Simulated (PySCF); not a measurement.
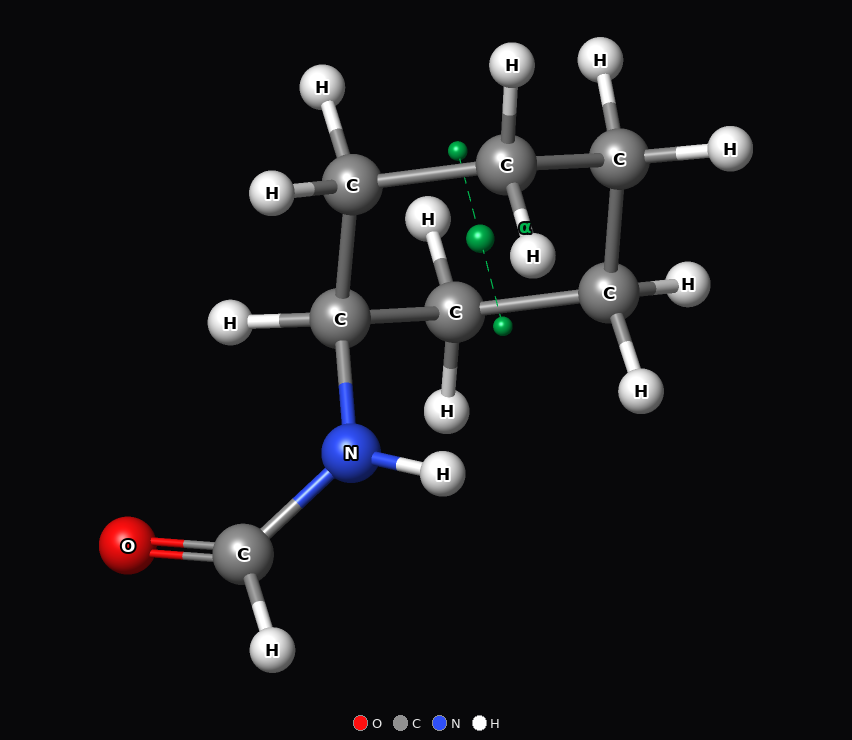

The small points mark where nucleus-independent chemical shifts (NICS) were computed: at the centre of each lettered ring and 1 Å above and below it. The geometry was computed by an optimisation with PBE0-D3(BJ)/def2-SVP. No frequency run is at hand to confirm it as a minimum. Method: GIAO PBE0/pcSseg-1 NMR shielding, non-relativistic, IEF-PCM benzene (PySCF 2.14.0).

Give NICS(0), NICS(1) and the out-of-plane component NICS(1)zz for each ring (means of the two sides).

```csv
ring,members,NICS(0),NICS(1),NICS(1)zz
α,C6,−1.6,−2.0,2.4
```

Values in ppm.

**What do the values say about the ring currents?**

Ring α: weak, as in a non-aromatic ring. NICS is one index among several.
